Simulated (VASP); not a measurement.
Band structure of Hf2Si (space group I4/mcm). All values below come from LDA (Ceperley-Alder, Perdew-Zunger), VASP's LDA PAW potentials (set 64) (plane waves; VASP).

Unless said otherwise, spin-orbit coupling is left out, though it shifts the bands of the heavy elements here.

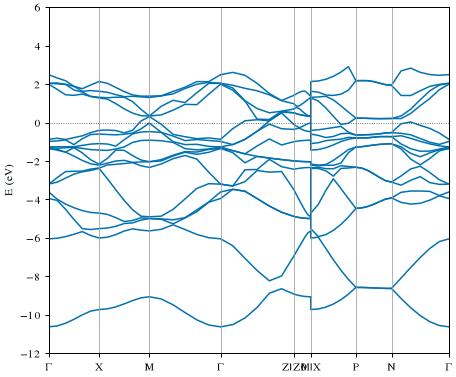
*Bands along high-symmetry lines, zero at the valence-band maximum or, without a gap, the Fermi level*

Question: Read the plot: is there a gap, and where are the band edges?

Answer: It has no gap at this level: it comes out as a metal or semimetal.

The structure comes from a computed database's Hf2Si entry (I4/mcm); how it stands against other phases isn't given here. The cell was not relaxed at this level.
